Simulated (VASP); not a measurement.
Band structure of AlAs (zinc blende). These are LDA (Ceperley-Alder, Perdew-Zunger), VASP's LDA PAW potentials (set 64) (plane waves; VASP 6.6.1) values and carry that method's errors.

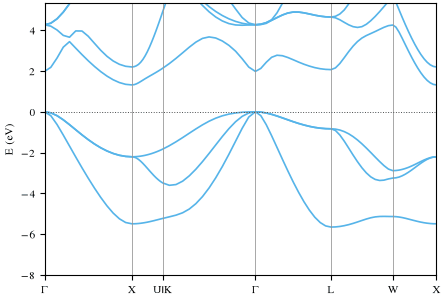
Bands along high-symmetry lines, zero at the valence-band maximum or, without a gap, the Fermi level

Problem. Read the plot: is there a gap, and where are the band edges?

Solution. The gap is indirect, 1.32 eV, from the valence maximum at Γ to the conduction minimum at X. (Edges off the drawn lines would not show.)

Measured: gap 2.28 eV (computed value off by -0.96 eV), as given by Wei Chen et al., Physical Review Materials (2018), doi:10.1103/physrevmaterials.2.073803 [zero-point renormalisation of 0.04 eV added back (the table's ZPR column)].

The compound is AlAs in the zinc blende structure. It was relaxed first.
